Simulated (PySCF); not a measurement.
# InTe: changing the method, part 2 of 2

PySCF 2.14.0; each run moves one setting of the base script, with the edits that it forces.

### 5 MP2

Run 3 changes step after the SCF: polarizability → mp2; frozen orbitals: none → 8.

Contents of input.py:

```python
from pyscf import gto, scf, mp

mol = gto.M(
    atom='In 0 0 0; Te 0 0 2.71',
    basis='def2-svp',
    ecp={'In': 'def2-svp', 'Te': 'def2-svp'},
    charge=0,
    spin=1,
    symmetry=True,
    verbose=4,
)
mf = scf.UHF(mol)
mf.kernel()
mp.MP2(mf, frozen=8).kernel()
mf.dip_moment()
print('orbital energies (hartree):', [e[max(0, n-3):n+3].round(4) for e, n in zip(mf.mo_energy, mol.nelec)])
```

Started as:

```sh
$ OMP_NUM_THREADS=1 python input.py
```

The program printed:

```text
[lines on the frontier levels of each cycle are left out]
PySCF version 2.14.0

[INPUT] verbose = 4
[INPUT] num. atoms = 2
[INPUT] num. electrons = 45
[INPUT] charge = 0
[INPUT] spin (= nelec alpha-beta = 2S) = 1
[INPUT] symmetry True subgroup None
[INPUT] Mole.unit = angstrom
[INPUT] Symbol           X                Y                Z      unit          X                Y                Z       unit  Magmom
[INPUT]  1 In     0.000000000000   0.000000000000   0.000000000000 AA    0.000000000000   0.000000000000   0.000000000000 Bohr   0.0
[INPUT]  2 Te     0.000000000000   0.000000000000   2.710000000000 AA    0.000000000000   0.000000000000   5.121157797571 Bohr   0.0

nuclear repulsion = 98.4152451305092
point group symmetry = Coov
symmetry origin: [0.        0.        2.6366357]
symmetry axis x: [1. 0. 0.]
symmetry axis y: [0. 1. 0.]
symmetry axis z: [0. 0. 1.]
num. orbitals of irrep A1 = 20
num. orbitals of irrep E1x = 12
num. orbitals of irrep E1y = 12
num. orbitals of irrep E2x = 4
num. orbitals of irrep E2y = 4
number of shells = 20
number of NR pGTOs = 122
number of NR cGTOs = 52
basis = def2-svp
ecp = {'In': 'def2-svp', 'Te': 'def2-svp'}

******** <class 'pyscf.scf.uhf_symm.SymAdaptedUHF'> ********
method = SymAdaptedUHF
initial guess = minao
damping factor = 0
level_shift factor = 0
DIIS = <class 'pyscf.scf.diis.CDIIS'>
diis_start_cycle = 1
diis_space = 8
diis_damp = 0
SCF conv_tol = 1e-09
SCF conv_tol_grad = None
SCF max_cycles = 50
direct_scf = True
direct_scf_tol = 1e-13
number electrons alpha = 23  beta = 22
Freeze 0 electrons in irreps []
    45 free electrons in irreps A1 E1x E1y E2x E2y
Set gradient conv threshold to 3.16228e-05
init E= -405.880293963896

cycle= 1 E= -455.018028026974  delta_E= -49.1  |g|= 1.54  |ddm|= 9.71
cycle= 2 E= -454.418600198041  delta_E= 0.599  |g|= 1.27  |ddm|= 4.24
cycle= 3 E= -455.973199515605  delta_E= -1.55  |g|= 0.49  |ddm|= 2.62
cycle= 4 E= -456.226460961591  delta_E= -0.253  |g|= 0.093  |ddm|= 0.96
cycle= 5 E= -456.239923106707  delta_E= -0.0135  |g|= 0.0369  |ddm|= 0.251
cycle= 6 E= -456.243562858975  delta_E= -0.00364  |g|= 0.0184  |ddm|= 0.129
cycle= 7 E= -456.245083088269  delta_E= -0.00152  |g|= 0.00804  |ddm|= 0.105
cycle= 8 E= -456.245413778757  delta_E= -0.000331  |g|= 0.00477  |ddm|= 0.0444
cycle= 9 E= -456.245565227593  delta_E= -0.000151  |g|= 0.00283  |ddm|= 0.0306
cycle= 10 E= -456.245636702413  delta_E= -7.15e-05  |g|= 0.000892  |ddm|= 0.0306
cycle= 11 E= -456.245641972111  delta_E= -5.27e-06  |g|= 0.000406  |ddm|= 0.00695
cycle= 12 E= -456.245642974773  delta_E= -1e-06  |g|= 0.000253  |ddm|= 0.00238
cycle= 13 E= -456.245643499934  delta_E= -5.25e-07  |g|= 0.000125  |ddm|= 0.002
cycle= 14 E= -456.245643635915  delta_E= -1.36e-07  |g|= 4.98e-05  |ddm|= 0.00115
cycle= 15 E= -456.245643653594  delta_E= -1.77e-08  |g|= 2.41e-05  |ddm|= 0.000397
cycle= 16 E= -456.245643656846  delta_E= -3.25e-09  |g|= 7.92e-06  |ddm|= 0.000187
cycle= 17 E= -456.245643657116  delta_E= -2.7e-10  |g|= 2.85e-06  |ddm|= 5.39e-05
Extra cycle  E= -456.24564365713  delta_E= -1.43e-11  |g|= 1.47e-06  |ddm|= 7.84e-06
converged SCF energy = -456.24564365713  <S^2> = 0.79458469  2S+1 = 2.0440985

******** <class 'pyscf.mp.ump2.UMP2'> ********
nocc = (np.int64(15), np.int64(14)), nmo = (44, 44)
frozen orbitals 8
E(UMP2) = -456.411469090612  E_corr = -0.16582543348257
E(SCS-UMP2) = -456.40267294868  E_corr = -0.157029291549941
E_corr(same-spin) = -0.0484168022643955
E_corr(oppo-spin) = -0.117408631218174
Dipole moment(X, Y, Z, Debye):  0.00000,  0.00000, -4.70370
orbital energies (hartree): [array([-0.3305, -0.2958, -0.2958,  0.0113,  0.0113,  0.0839]), array([-0.4089, -0.2827, -0.2827, -0.0393,  0.0194,  0.0194])]
```

Run time: 3.8 s. Hardware: 1 thread of AMD EPYC 7R43, shared host.

Result: E(SCF) = -456.245644 Eh (no change), E(MP2) − E(SCF) = -0.16583 Eh, ⟨S²⟩ = 0.795, μ = 4.70 D (of the SCF density).

### 6 TDA

Run 4 changes step after the SCF: polarizability → tda; number of roots: none → 6.

Contents of input.py:

```python
from pyscf import gto, scf, tdscf

mol = gto.M(
    atom='In 0 0 0; Te 0 0 2.71',
    basis='def2-svp',
    ecp={'In': 'def2-svp', 'Te': 'def2-svp'},
    charge=0,
    spin=1,
    symmetry=True,
    verbose=4,
)
mf = scf.UHF(mol)
mf.kernel()
td = tdscf.TDA(mf)
td.nstates = 6
td.kernel()
td.analyze(verbose=3)
mf.dip_moment()
print('orbital energies (hartree):', [e[max(0, n-3):n+3].round(4) for e, n in zip(mf.mo_energy, mol.nelec)])
```

Started as:

```sh
$ OMP_NUM_THREADS=1 python input.py
```

The program printed:

```text
[lines on the frontier levels of each cycle are left out]
PySCF version 2.14.0

[INPUT] verbose = 4
[INPUT] num. atoms = 2
[INPUT] num. electrons = 45
[INPUT] charge = 0
[INPUT] spin (= nelec alpha-beta = 2S) = 1
[INPUT] symmetry True subgroup None
[INPUT] Mole.unit = angstrom
[INPUT] Symbol           X                Y                Z      unit          X                Y                Z       unit  Magmom
[INPUT]  1 In     0.000000000000   0.000000000000   0.000000000000 AA    0.000000000000   0.000000000000   0.000000000000 Bohr   0.0
[INPUT]  2 Te     0.000000000000   0.000000000000   2.710000000000 AA    0.000000000000   0.000000000000   5.121157797571 Bohr   0.0

nuclear repulsion = 98.4152451305092
point group symmetry = Coov
symmetry origin: [0.        0.        2.6366357]
symmetry axis x: [1. 0. 0.]
symmetry axis y: [0. 1. 0.]
symmetry axis z: [0. 0. 1.]
num. orbitals of irrep A1 = 20
num. orbitals of irrep E1x = 12
num. orbitals of irrep E1y = 12
num. orbitals of irrep E2x = 4
num. orbitals of irrep E2y = 4
number of shells = 20
number of NR pGTOs = 122
number of NR cGTOs = 52
basis = def2-svp
ecp = {'In': 'def2-svp', 'Te': 'def2-svp'}

******** <class 'pyscf.scf.uhf_symm.SymAdaptedUHF'> ********
method = SymAdaptedUHF
initial guess = minao
damping factor = 0
level_shift factor = 0
DIIS = <class 'pyscf.scf.diis.CDIIS'>
diis_start_cycle = 1
diis_space = 8
diis_damp = 0
SCF conv_tol = 1e-09
SCF conv_tol_grad = None
SCF max_cycles = 50
direct_scf = True
direct_scf_tol = 1e-13
number electrons alpha = 23  beta = 22
Freeze 0 electrons in irreps []
    45 free electrons in irreps A1 E1x E1y E2x E2y
Set gradient conv threshold to 3.16228e-05
init E= -405.880293963896

cycle= 1 E= -455.018028026974  delta_E= -49.1  |g|= 1.54  |ddm|= 9.71
cycle= 2 E= -454.418600198041  delta_E= 0.599  |g|= 1.27  |ddm|= 4.24
cycle= 3 E= -455.973199515605  delta_E= -1.55  |g|= 0.49  |ddm|= 2.62
cycle= 4 E= -456.226460961591  delta_E= -0.253  |g|= 0.093  |ddm|= 0.96
cycle= 5 E= -456.239923106707  delta_E= -0.0135  |g|= 0.0369  |ddm|= 0.251
cycle= 6 E= -456.243562858975  delta_E= -0.00364  |g|= 0.0184  |ddm|= 0.129
cycle= 7 E= -456.245083088269  delta_E= -0.00152  |g|= 0.00804  |ddm|= 0.105
cycle= 8 E= -456.245413778757  delta_E= -0.000331  |g|= 0.00477  |ddm|= 0.0444
cycle= 9 E= -456.245565227593  delta_E= -0.000151  |g|= 0.00283  |ddm|= 0.0306
cycle= 10 E= -456.245636702413  delta_E= -7.15e-05  |g|= 0.000892  |ddm|= 0.0306
cycle= 11 E= -456.245641972111  delta_E= -5.27e-06  |g|= 0.000406  |ddm|= 0.00695
cycle= 12 E= -456.245642974773  delta_E= -1e-06  |g|= 0.000253  |ddm|= 0.00238
cycle= 13 E= -456.245643499934  delta_E= -5.25e-07  |g|= 0.000125  |ddm|= 0.002
cycle= 14 E= -456.245643635915  delta_E= -1.36e-07  |g|= 4.98e-05  |ddm|= 0.00115
cycle= 15 E= -456.245643653594  delta_E= -1.77e-08  |g|= 2.41e-05  |ddm|= 0.000397
cycle= 16 E= -456.245643656846  delta_E= -3.25e-09  |g|= 7.92e-06  |ddm|= 0.000187
cycle= 17 E= -456.245643657116  delta_E= -2.7e-10  |g|= 2.85e-06  |ddm|= 5.39e-05
Extra cycle  E= -456.24564365713  delta_E= -1.43e-11  |g|= 1.47e-06  |ddm|= 7.84e-06
converged SCF energy = -456.24564365713  <S^2> = 0.79458469  2S+1 = 2.0440985

******** <class 'pyscf.tdscf.uhf.TDA'> for <class 'pyscf.scf.uhf_symm.SymAdaptedUHF'> ********
nstates = 6
deg_eia_thresh = 1.000e-03
wfnsym = None
conv_tol = 1e-05
eigh lindep = 1e-12
eigh level_shift = 0
eigh max_cycle = 100

Excitation energies (eV)
[0.19813489 0.19813489 2.87060141 3.16014003 3.16014003 3.41054996]

** Excitation energies and oscillator strengths **
Excited State   1:  E1y      0.19813 eV   6257.57 nm  f=0.0002
Excited State   2:  E1x      0.19813 eV   6257.57 nm  f=0.0002
Excited State   3:   A1      2.87060 eV    431.91 nm  f=0.0040
Excited State   4:  ???      3.16014 eV    392.34 nm  f=0.0000
Excited State   5:  E2y      3.16014 eV    392.34 nm  f=0.0000
Excited State   6:  ???      3.41055 eV    363.53 nm  f=0.0000
Dipole moment(X, Y, Z, Debye):  0.00000,  0.00000, -4.70370
orbital energies (hartree): [array([-0.3305, -0.2958, -0.2958,  0.0113,  0.0113,  0.0839]), array([-0.4089, -0.2827, -0.2827, -0.0393,  0.0194,  0.0194])]
```

Run time: 7.5 s. Hardware: 1 thread of AMD EPYC 7R43, shared host.

Outcome: E(SCF) = -456.245644 Eh (no change), ⟨S²⟩ = 0.795, μ = 4.70 D, excitations 0.20, 0.20, 2.87, 3.16, 3.16 eV.

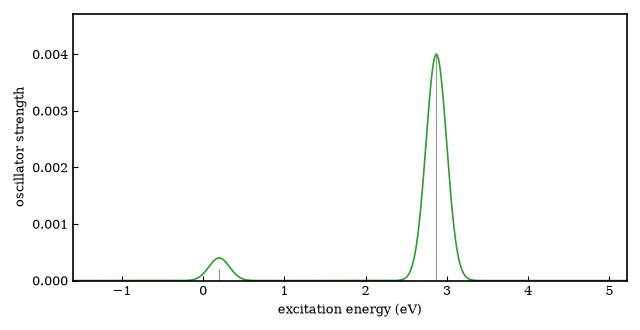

The absorption lines that the run found. Lines are broadened to a width of 0.30 eV (Gaussian).

### 7 All runs together

What follows sums up all 2 parts.

```
                run  E(SCF) (hartree)  from base (eV)  cycles  gap, α spin (eV)  SCF dipole (D)                           after the SCF
               base       -456.245644               0      17              8.36            4.70                                     n/a
population analysis       -456.245644          0.0000      17              8.36            4.70                                     n/a
    bhandhlyp (UKS)       -458.043243  not comparable      14              5.47            4.08                                     n/a
                MP2       -456.245644          0.0000      17              8.36            4.70  MP2 correlation -4.512 eV, core frozen
                TDA       -456.245644          0.0000      17              8.36            4.70               lowest root found 0.20 eV
```

Wall time on 1 thread of AMD EPYC 7R43, shared host, start-up included: base 4.2 s; population analysis 2.7 s; bhandhlyp (UKS) 8 s; MP2 3.8 s; TDA 7.5 s.

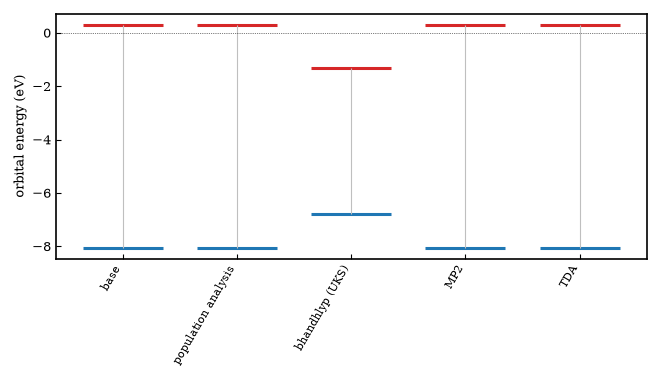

Frontier levels by run: filled blue, empty red. Open-shell runs show the α spin alone.

What this shows: Total energies of different functionals can't be compared with each other; differences within one functional can.
